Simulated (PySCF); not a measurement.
The calculation's input:

```
{"job": {"kind": "nmr", "xc": "PBE0", "basis": "pcSseg-1"}, "charge": 0, "multiplicity": 1}
C     -3.094730    -0.496054     0.495967
C     -2.066031     0.068853     0.235069
Si    -0.496810     0.967181    -0.163991
C      0.848697    -0.299851    -0.553982
C      2.310154    -0.014083    -0.282704
C      1.755199    -0.864880     0.517674
H     -3.994121    -0.993681     0.722618
H     -0.110249     1.763199     1.007649
H     -0.746578     1.819735    -1.334696
H      0.640073    -0.958622    -1.400640
H      3.154542     0.540191    -0.610610
H      1.801053    -1.532674     1.341618
```

Run with:

```sh
OMP_NUM_THREADS=1 python probes_run.py task.json out
```

Geometry: GFN2-xTB.

Theory: PBE0/pcSseg-1, SCF density, gas phase, non-relativistic (PySCF 2.14.0).

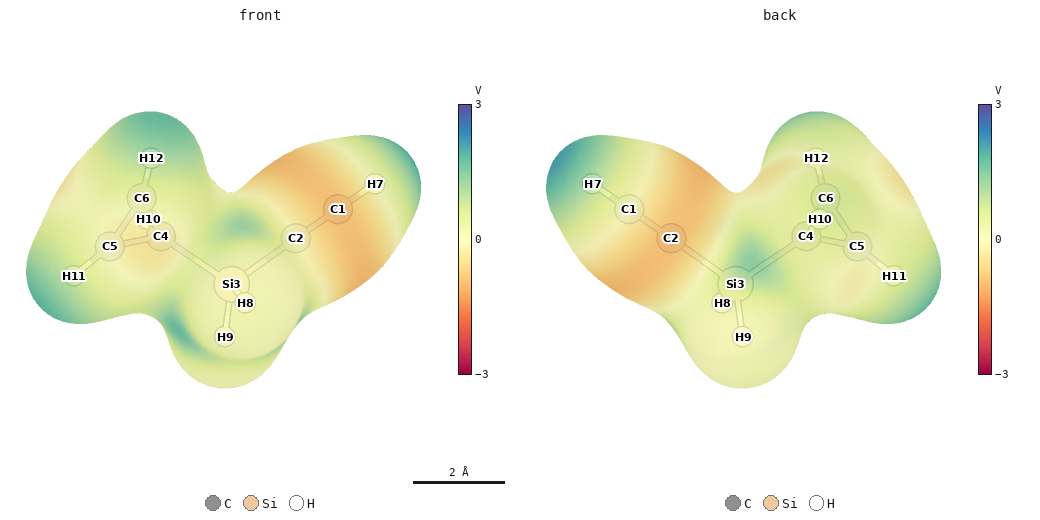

C5H6Si (SMILES C#C[SiH2]C1C=C1). The electrostatic potential painted on the density surface at 0.004 e/bohr³, seen from the front and from behind; red is negative and blue positive.

> Which sites attract a positive test charge, and which a negative one?

A positive charge is drawn to the negative regions and a negative charge to the positive ones. The most negative region (about −1.0 V, or −23 kcal/mol for a unit charge) lies over C1 and C2, the most positive (about +2.1 V, or +48 kcal/mol for a unit charge) over H7.
